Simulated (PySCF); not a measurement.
SMILES B(O)(/C=C\CC)O (C4H9BO2), singlet at its GFN2-xTB optimised geometry (Å):

```
16

C      1.6311    -2.5987    -1.3501
C      0.9821    -1.9265    -0.1402
C      1.3667    -0.4877    -0.0569
C      0.5309     0.5477     0.0000
B     -1.0406     0.5477     0.0000
O     -1.7432     1.7225     0.0000
O     -1.7718    -0.5913     0.0021
H      1.2965    -2.1229    -2.2690
H      2.7158    -2.5225    -1.2984
H      1.3613    -3.6514    -1.3886
H      1.3245    -2.4302     0.7691
H     -0.1006    -2.0132    -0.1950
H      2.4387    -0.3120    -0.0553
H      0.9901     1.5326     0.0520
H     -1.2214     2.5225    -0.0014
H     -2.7158    -0.4244     0.0019
```

Method: B3LYP/def2-TZVP (PySCF 2.14.0). Cells within 0.4 Å of a nucleus heavier than hydrogen are left out (blank, or x).

Map of the Laplacian of the electron density (e/bohr⁵), clipped to [-1.50, 1.50] on the plane z = 0.0 Å:

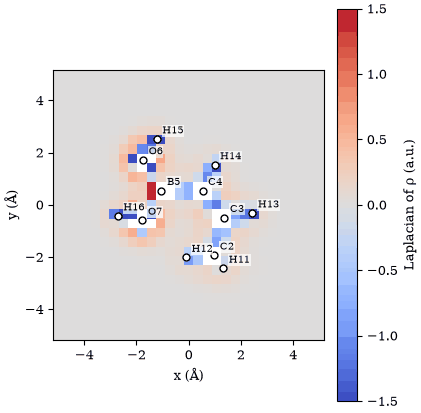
Fig. 1. Laplacian of the electron density (e/bohr⁵), clipped to [-1.50, 1.50] on the plane z = 0.0 Å.
